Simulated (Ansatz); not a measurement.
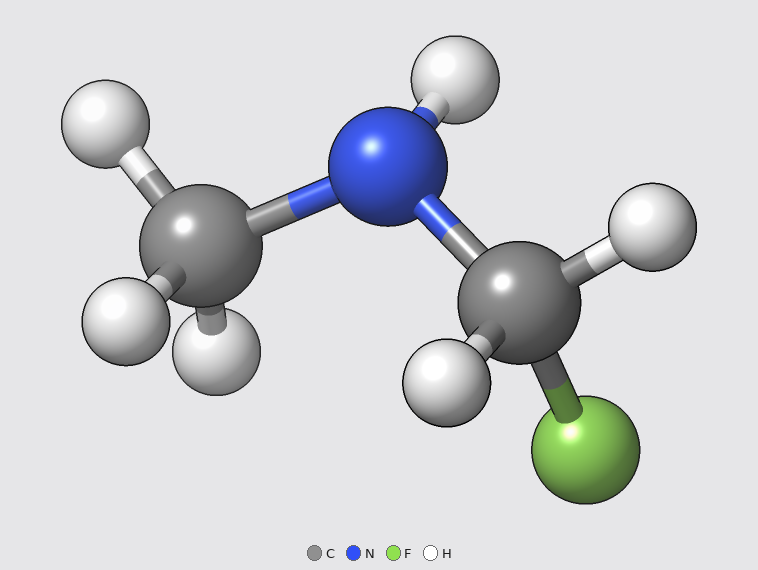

Every bond is drawn as one stick, whatever its order.

The geometry was computed by an optimisation with PBE0-D4/def2-TZVP.

Give the formula.

Answer. C₂H₆FN, 10 atoms: 2 carbon, 6 hydrogen, 1 fluorine and 1 nitrogen.

Write the SMILES.

Answer. CNCF

Which point group does it belong to?

Answer. C1.

The parts below concern this one geometry. Atoms keep their numbers from picture to picture.

Geometry

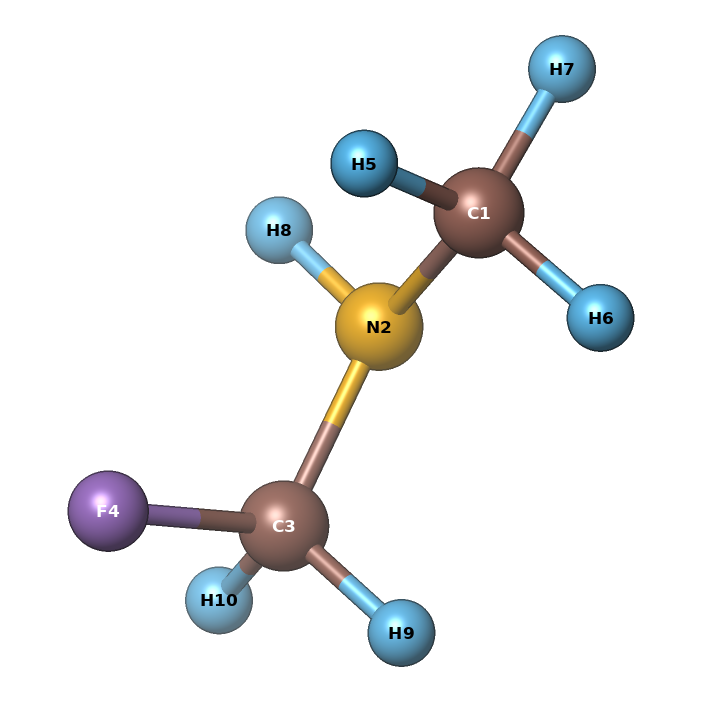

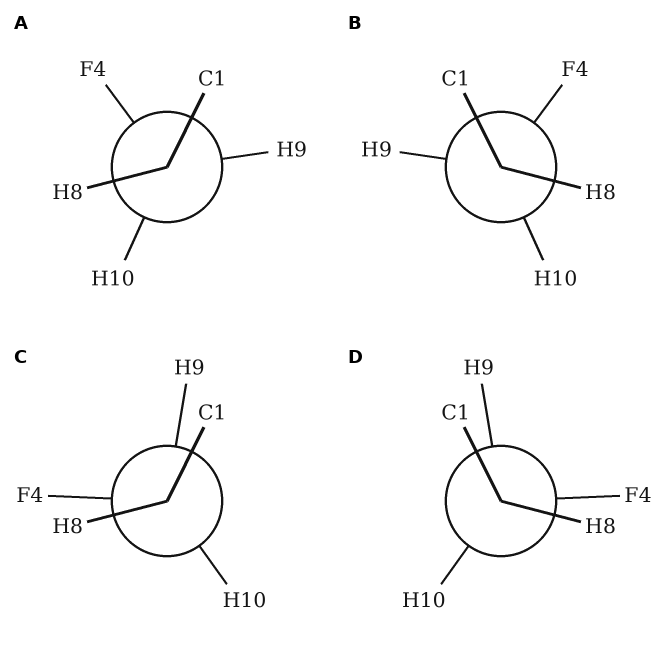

Depth is shown by fading: the farther an atom, the more it takes the colour of the background. Bonds that would overlap in a projection are set slightly apart.

Which Newman projection shows the view along N2–C3, with N2 in front?

Answer. B. The torsion angle C1–N2–C3–F4 is 63°, synclinal (gauche).

Dipole moment

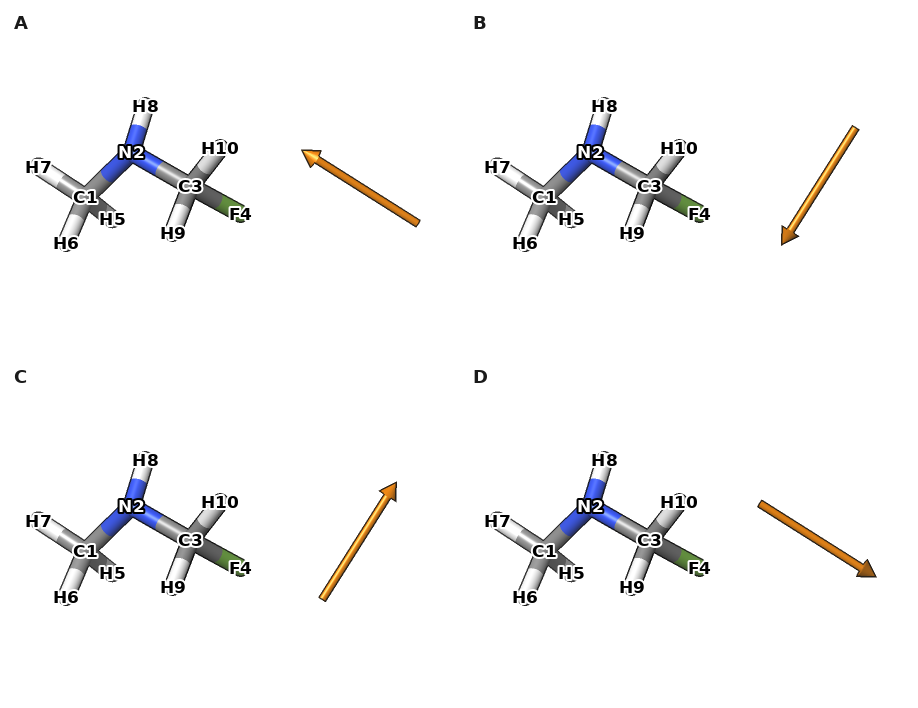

The same molecule four times, each with an arrow. Method: RKS B3LYP-D4/def2-TZVPP (Ansatz 0.2.0).

Which arrow points along the dipole moment, from the negative to the positive end?

Answer. A. The dipole moment is 1.44 D; it points from the side of F4 to the side of H7 (the outermost atoms at the two ends).

Vibrations

Harmonic vibrations computed with RKS PBE0-D4/def2-TZVP (Ansatz 0.2.0) at a stationary point of the same level.

How many vibrational modes are there, and where do they lie?

Answer. 24 modes: 170, 182, 365, 549, 703, 936, 982, 1032, 1149, 1218, 1261, 1320, 1402, 1450, 1482, 1499, 1504, 1533, 3024, 3068, 3094, 3129, 3132, 3586 cm⁻¹.

Charges

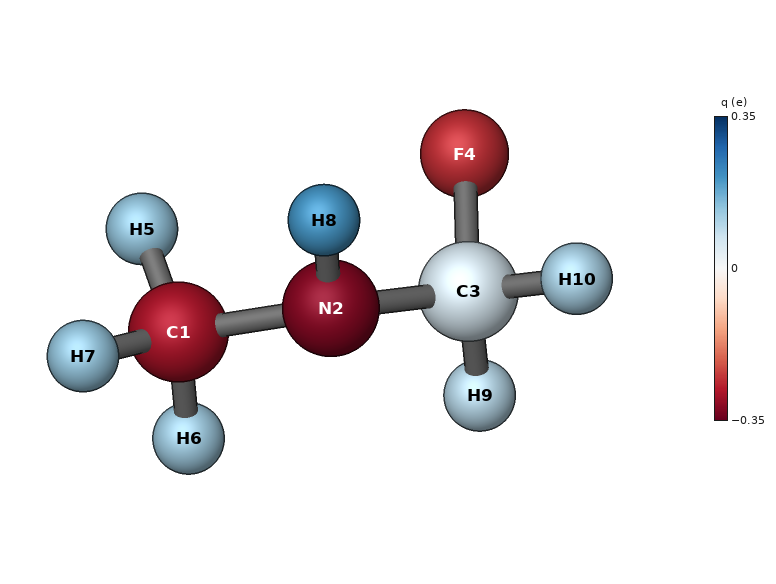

Atoms are coloured by their Mulliken charges. Properties computed with RKS PBE0-D4/def2-TZVP (Ansatz 0.2.0).

List the Mulliken charges.

```tsv
atom	value (e)
C1	−0.29
N2	−0.32
C3	0.06
F4	−0.26
H5	0.13
H6	0.12
H7	0.13
H8	0.21
H9	0.10
H10	0.11
```

Electronic properties

Properties computed with RKS r2SCANh-D4/def2-TZVPP (Ansatz 0.2.0).

What does the calculation give?

- HOMO energy (Kohn–Sham orbital): −6.63 eV
- LUMO energy (Kohn–Sham orbital): 1.49 eV
- HOMO–LUMO gap: 8.12 eV
- dispersion correction: −3.3 kJ/mol

Mulliken values depend strongly on the basis set and can even reverse the polarity of a bond.
